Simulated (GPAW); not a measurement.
# C K ELNES/XANES of rock-salt (TiC)₁₋ₓ(ZrC)ₓ at x = 0.125 from DFT, part 3 of 3

What does the C K edge look like in rock-salt (TiC)₁₋ₓ(ZrC)ₓ at x = 0.125?

GPAW 26.7.0; X-ray absorption from dipole matrix elements to empty bands, plane-wave PAW PBE.

So far. Step 5 (Spectrum with XCH, C atom 2): Main maxima below 24 eV (height): 3.1 eV (2.09), 5.9 eV (1.13) and 13.4 eV (1.77). A K edge sees empty p states; the first features are C p mixed into the empty d states of the Ti and Zr neighbours, and the broad ones above probably into the cations' higher empty bands. Step 5 (Spectrum with XCH, C atom 2): The total-energy difference is 287.95 eV.

### 7. Spectrum with XCH, Ti atom 1

The holes are 6.2 Å apart. The excited electron is kept in the cell, where it fills the lowest empty states and screens the hole. After the field has converged, empty bands are computed with the density fixed and the dipole matrix elements are summed.

The absorber has 6 C at 2.19 Å (octahedral).

Input file xas.py:

```python
import numpy as np
from ase import Atoms
from ase.parallel import parprint, paropen
from gpaw import GPAW, PW, FermiDirac, Mixer, MixerDif, setup_paths
from gpaw.test import gen
setup_paths.insert(0, '.')
gen('Ti', name='fch1s', xcname='PBE', corehole=(1, 0, 1), write_xml=True)
from gpaw.mpi import world
world.barrier()

atoms = Atoms('TiCTiCTiCTiCTiCTiCZrCTiC',
    cell=[[0, 4.3745, 4.3745],
     [4.3745, 0, 4.3745],
     [4.3745, 4.3745, 0]],
    scaled_positions=[[0.0004296, 0.9995581, 0.9997077],
     [0.7561819, 0.2440955, 0.2554868],
     [0.0003048, 0.9998752, 0.4998086],
     [0.7558214, 0.2441124, 0.7442947],
     [0.0003094, 0.4998055, 0.0000934],
     [0.7500963, 0.7499377, 0.2498293],
     [0.0003891, 0.4997957, 0.499786],
     [0.7559303, 0.7556591, 0.7440644],
     [0.499978, 0.9999812, 0.000082],
     [0.2444983, 0.2442921, 0.2556287],
     [0.5004975, 0.9997448, 0.4998861],
     [0.2499497, 0.2499159, 0.7500383],
     [0.5002718, 0.4997151, 0.0000368],
     [0.2445333, 0.7555559, 0.2554108],
     [0.5001455, 0.4998288, 0.5000442],
     [0.24463, 0.7554375, 0.7443514]],
    pbc=True)
atoms.calc = calc = GPAW(legacy_gpaw=True, mode=PW(500, force_complex_dtype=True), xc='PBE', setups={0: 'fch1s'},
    kpts={'size': (4, 4, 4), 'gamma': True}, occupations=FermiDirac(0.1),
    charge=-1, mixer=Mixer(0.1, 5, 50), maxiter=150,
    convergence={'density': 0.0001, 'eigenstates': 1e-6}, txt='scf.txt')
energy = atoms.get_potential_energy() + calc.get_reference_energy()
ef = calc.get_fermi_level()
out = dict(energy=energy, fermi=ef, forces=atoms.get_forces().tolist())
parprint(f'all-electron energy {energy:.4f} eV, Fermi level {ef:.4f} eV')
ev = np.array([[calc.get_eigenvalues(k, s) for k in range(len(calc.get_ibz_k_points()))] for s in range(calc.get_number_of_spins())])
out['homo'], out['lumo'], out['counts'] = ev[ev < ef].max(), ev[ev > ef].min(), sorted(set((ev < ef).sum((0, 2)).tolist()))
out['filled'] = (ev[:, 0] < ef).sum(1).tolist()

from ase.units import Ha
from gpaw.xas import dipole_matrix_elements
nb = int(calc.get_number_of_electrons() / 2) + 128
top, nb = nb, nb + 8 + nb // 12
nscf = calc.fixed_density(kpts={'size': (6, 6, 6), 'gamma': True}, nbands=nb,
    convergence={'bands': top, 'eigenstates': 5e-3}, maxiter=60, txt='nscf.txt')
cell = atoms.cell.array
ops = [cell.T @ U.T @ np.linalg.inv(cell.T) for U in nscf.wfs.kd.symmetry.op_scc]
E = np.arange(-6, 30, 0.1)
fwhm = np.interp(E, [4, 25], [0.94, 3.5])
Y, X, zero, highest = 0, 0, 1e9, 1e9
for spin in range(nscf.get_number_of_spins()):
    wfs = nscf.wfs
    mine = wfs.bd.get_slice()  # this rank's bands
    A = dipole_matrix_elements(wfs.setups[0])
    eps = np.zeros((wfs.kd.nibzkpts, nb))
    d = np.zeros((3, A.shape[1], wfs.kd.nibzkpts, nb), complex)
    for kpt in wfs.kpt_u:
        if kpt.s == spin and 0 in kpt.P_ani:
            eps[kpt.k, mine] = kpt.eps_n * Ha
            d[:, :, kpt.k, mine] = (kpt.weight * wfs.nspins / 2) ** 0.5 * np.inner(A, kpt.P_ani[0])
    world.sum(eps)
    world.sum(d)
    T = np.einsum('amkn,bmkn->abkn', d, d.conj()).real
    T = sum(np.einsum('ai,ijkn,bj->abkn', R, T, R) for R in ops) / len(ops)
    empty = eps > ef
    zero, highest = min(zero, eps[empty].min()), min(highest, eps[:, top - 1].min())
    lines = [(eps, T, empty)] if spin == 0 else lines + [(eps, T, empty)]
for eps, T, empty in lines:
    f = np.einsum('aakn->akn', T).reshape(3, -1)
    x = eps.ravel() - zero
    w = np.interp(x, E, fwhm) / 2.35482
    g = np.exp(-0.5 * ((E[:, None] - x) / w) ** 2) / (w * (2 * np.pi) ** 0.5)
    Y = Y + (f * empty.ravel()) @ g.T
    X = X + (f * ~empty.ravel()) @ g.T
out.update(E=E.round(2).tolist(), xas=Y.tolist(), xes=X.tolist(), zero=zero, valid=highest - zero, nk=len(eps), nb=nb)
for i in range(0, len(E), 10):
    parprint(f'{E[i]:7.2f}', *(f'{v:10.3e}' for v in Y[:, i]))
import json
with paropen('out.json', 'w') as f:
    json.dump(out, f)
```

Launch:

```console
> OMP_NUM_THREADS=1 mpirun -n 4 gpaw python xas.py
```

Numbers of over 12 decimals in the logs are rounded to 6 here.

Output:

```text
Input parameters:
  charge: -1
  convergence: {density: 0.0001,
                eigenstates: 1e-06}
  kpts: {gamma: True,
         size: (4, 4, 4)}
  maxiter: 150
  mixer: {backend: pulay,
          beta: 0.1,
          method: separate,
          nmaxold: 5,
          weight: 50}
  mode: {ecut: 500.0,
         force_complex_dtype: True,
         name: pw}
  occupations: {fixmagmom: False,
[...]
*d    :     0.343888
--------------------------------

Diagonalizing with gridspacing h=0.050

state   all-electron     PAW
-------------------------------
3s:      -2.998602    -2.998884
3p:      -2.109826    -2.110472
3d:      -0.656112    -0.656704
*f:                   -0.028297
-------------------------------
all-electron energy -263839.5192 eV, Fermi level 10.4194 eV
[...]
28.00  5.698e-07  5.698e-07  5.663e-07
  29.00  5.684e-07  5.683e-07  5.766e-07
[key lines of the parts left out:]
Converged after 24 iterations.
Dipole moment: (0.103001, -0.162226, -0.070888) |e|*Ang
Free energy:   -152.477846
Fermi level: 10.41943
```

Wall time 8.5 min (4 MPI ranks of Arm Neoverse V2, shared host); peak memory 1.1 GiB; 34 min of CPU time.

The Ti K spectrum, Ti atom 1, excited-electron core hole (neutral cell) (energy from the lowest empty level; intensity scaled to a mean of 1 over the first 20 eV):

```csv
E (eV),isotropic,ε ∥ x,ε ∥ z
-2.0,0.00,0.00,0.00
-0.5,0.03,0.03,0.03
1.0,0.12,0.11,0.13
2.5,0.20,0.18,0.24
4.0,0.29,0.28,0.32
5.5,0.56,0.59,0.49
7.0,0.17,0.17,0.19
8.5,0.24,0.24,0.23
10.0,0.81,0.85,0.74
11.5,1.12,1.15,1.05
13.0,1.55,1.51,1.62
14.5,1.99,1.94,2.10
16.0,1.92,1.85,2.05
17.5,2.22,2.28,2.10
19.0,1.83,1.92,1.66
20.5,1.35,1.36,1.34
22.0,1.07,1.03,1.14
23.5,0.91,0.88,0.97
25.0,0.93,0.93,0.94
26.5,1.19,1.19,1.17
28.0,1.42,1.42,1.41
29.5,1.40,1.39,1.42
```

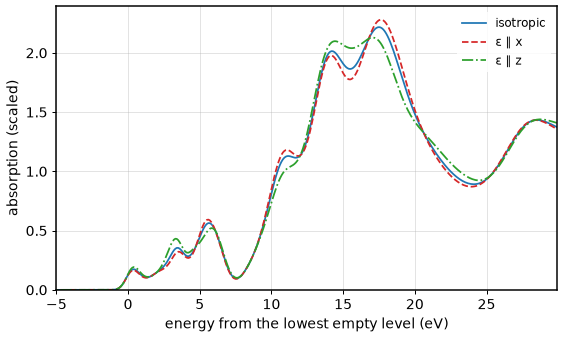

The Ti K edge, Ti atom 1, excited-electron core hole (neutral cell): main maxima at 14.2, 17.5 and 28.5 eV.

Main maxima below 29 eV (height): 0.4 eV (0.17), 3.5 eV (0.35), 5.6 eV (0.56), 14.2 eV (2.01), 17.5 eV (2.22) and 28.5 eV (1.43). A K edge sees empty p states. The first eV above the zero hold little dipole weight, as the lowest empty bands are of d character; the main edge, of 4p character, rises through 0.6 near 10 eV above the zero.

The total-energy difference is 4983.48 eV. One term is added: -22.82 eV, since the hole is spin-paired here and a spin-polarised one costs that much less in the free atom (computed apart). The photon energy is then 4960.66 eV. The tabulated edge of the element is 4966 eV. The functional leaves an error of a few eV in such absolute values.

### 8. Outcome

* absorber and edge: C K, atom 2 of the ground-state input (counted from 1)
* surroundings: 1 Ti at 2.14 Å, 4 Ti at 2.19 Å and 1 Zr at 2.24 Å (distorted octahedral)
* highest intensity below 16 eV: 3.1 eV above the zero, height 2.09
* photon energy of the zero, with the added terms: 281.2 eV (raw 287.9 eV; uncertain by a few eV)

The C K edge of atom 2, with 1 Ti at 2.14 Å, 4 Ti at 2.19 Å and 1 Zr at 2.24 Å (distorted octahedral), has its highest intensity of the first 16 eV at 3.1 eV above the zero, near 284 eV in photon energy (uncertain by a few eV), 2.1 times the mean level of the first 20 eV (Gaussian full width 0.9 eV up to 4 eV, rising linearly to 3.5 eV at 25 eV). At the C K edge of atom 2 polarisation matters most near 8.8 eV, where the curves differ by 1.4 on this scale. The holes are only 6.2 Å apart, so the shape is probably not converged with cell size; no larger cell was run here.

[Banner, clock and machine lines of the logs are left out without a mark of their own.]

[Logs are printed without paths, hosts, clocks, repeated set-up lines and the standing remarks that a program may print on its own settings, such as how far it seeks lower states.]

[Hosts, paths, dates, database ids (printed as entryN), source tags and the programs' standing remarks are cut or masked in the printed files.]

[Lists of maxima count a maximum above −3 eV only where it reaches 4 % of the highest in the window and stands out from its surroundings by 2 % of it (1.5 % where it reaches 55 %); shoulders and weaker maxima are passed over, and of the rest the first, up to two pre-edge ones and the few strongest are named.]
